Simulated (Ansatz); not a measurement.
YHg2 (space group P6/mmm)

```
YHg2
1.0
    4.83104     0.00000     0.00000
   -2.41552     4.18380     0.00000
    0.00000     0.00000     3.41948
Y Hg
1 2
Direct
  0.00000   0.00000   0.00000
  0.33333   0.66667   0.50000
  0.66667   0.33333   0.50000
```

E(V) scan at fixed shape, V₀ the volume above. Symmetry pins the atoms to their sites.

All values below come from PBEsol (plane waves to 420 eV, PAW, scalar-relativistic; Ansatz, a quantum-chemistry and plane-wave program). k mesh 11×11×14 (Γ-centred), Fermi-Dirac smearing 0.05 eV. Energies are smeared free energies. With the shape held, the modulus is that of even scaling; a crystal free to change shape is softer. Spin-orbit coupling is left out, though Hg is heavy. YHg2 is run without spin polarisation. YHg2 was relaxed with its symmetry unable to fall. The zero of ΔE is the relaxed starting cell.

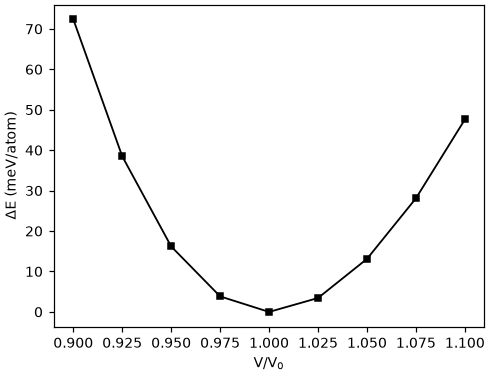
*ΔE (meV/atom) against V/V₀; markers are the computed points, lines only join them.*

**Question.** What is ΔE at V/V₀ = 0.900?

**Answer.** About 72 meV/atom.

**Question.** What is ΔE at V/V₀ = 1.100?

**Answer.** About 48 meV/atom.

**Question.** What bulk modulus at fixed cell shape B₀ follows from a third-order Birch-Murnaghan fit?

**Answer.** About 81 GPa.

(Under strain, the slope of the energy per volume gives the stress and its curvature an elastic modulus.)
